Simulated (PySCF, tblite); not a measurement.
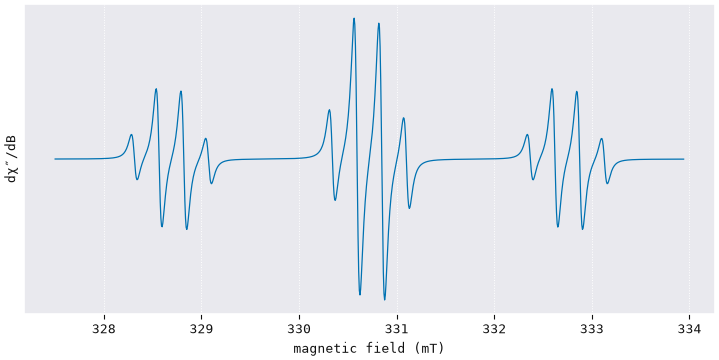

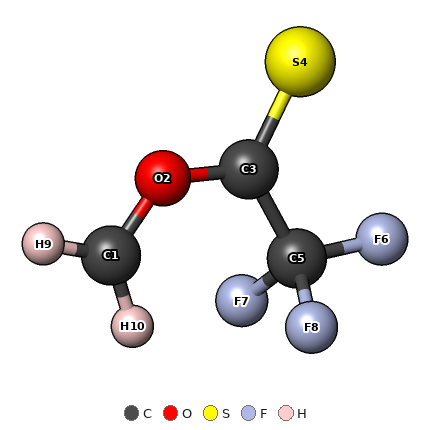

First-order isotropic EPR spectrum (fast tumbling, first derivative) of C₃H₂F₃OS, SMILES [CH2]OC(=S)C(F)(F)F, doublet at 9.30 GHz, Lorentzian lines of 0.10 mT full width at half height, from computed g and hyperfine couplings (B3LYP/pcH-1 in PySCF, at a GFN2-xTB geometry (a minimum by its frequencies), gas phase); values of one conformer, averaged over methyl-type rotors alone; other conformers aren't averaged in; no vibrational averaging; dilute isotopes left out. The SMILES is one Lewis form and needn't show where the spin sits.

Q: Which couplings does the calculation give? The spectrum shows the sizes of those above the line width, not their signs.

A:
```tsv
nuclei	isotope	a (mT)	a (MHz)
H9, H10	¹H	−2.03	−57.0
F6, F7, F8	¹⁹F	−0.26	−7.2
```

Q: What is the g value, and how wide is the spectrum?

A: g_iso = 2.0091, which centres the spectrum at 330.7 mT; it spans 4.8 mT.

Note: the tight-binding geometry is rougher than a DFT one and adds to the error.
